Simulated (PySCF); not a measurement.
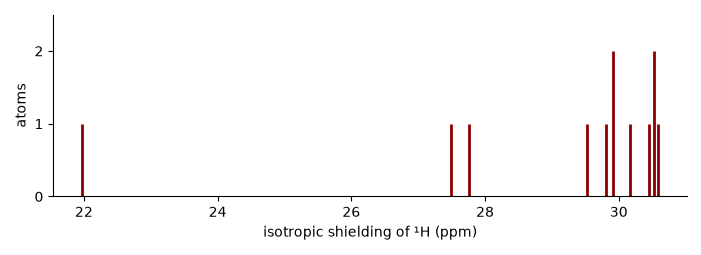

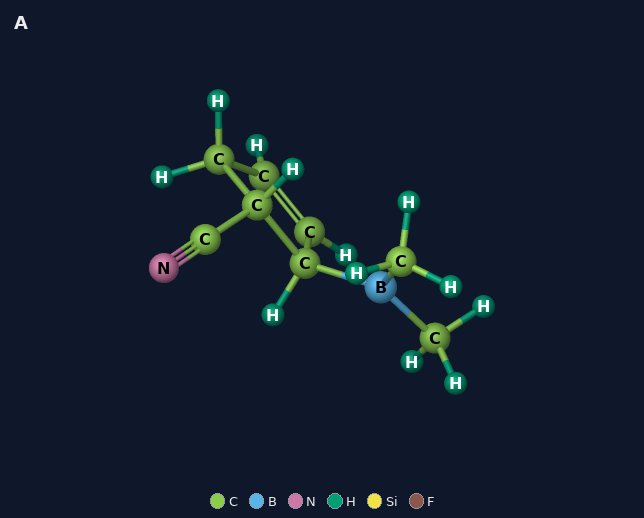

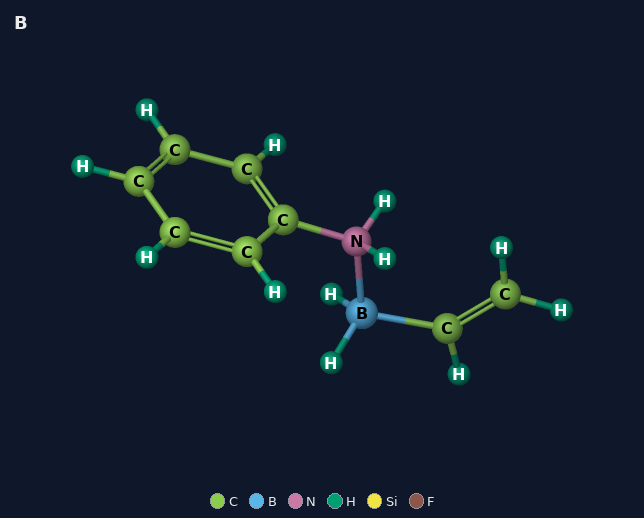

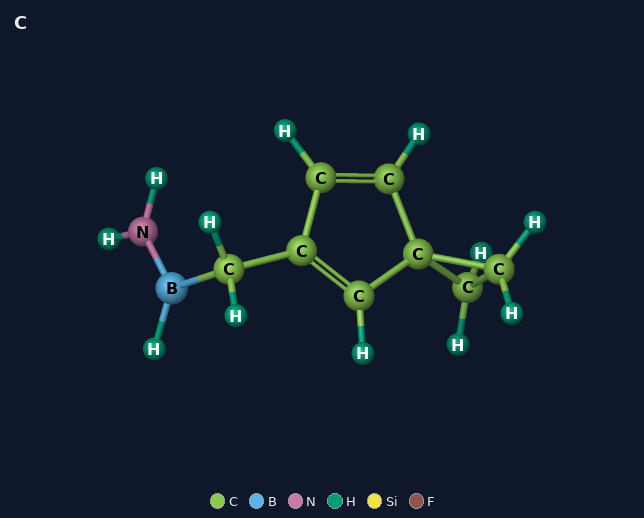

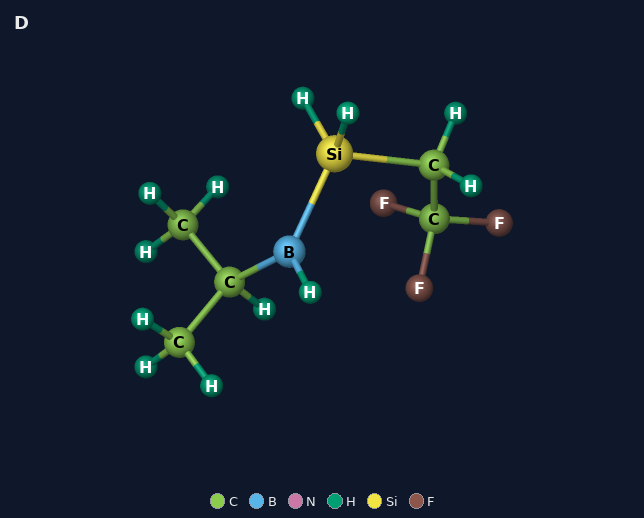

The sticks are computed shieldings of one of the molecules, for one fixed geometry (GFN2-xTB) without averaging over rotations. Low shielding means a high chemical shift. Method: GIAO PBE0/pcSseg-1 NMR shielding, non-relativistic, gas phase (PySCF 2.14.0).

> Match the spectrum to a structure.

D, `CC(C)B[SiH2]CC(F)(F)F`. Its 12 H atoms give lines at 21.97, 27.49, 27.76, 29.52, 29.80, 29.92 (2 atoms), 30.17, 30.45, 30.53 (2 atoms), 30.59 ppm.

The geometry is semi-empirical. Around B, Si such bond lengths and angles can be off by a tenth of an ångström or more and by several degrees, and values that hang on the shape move with them.
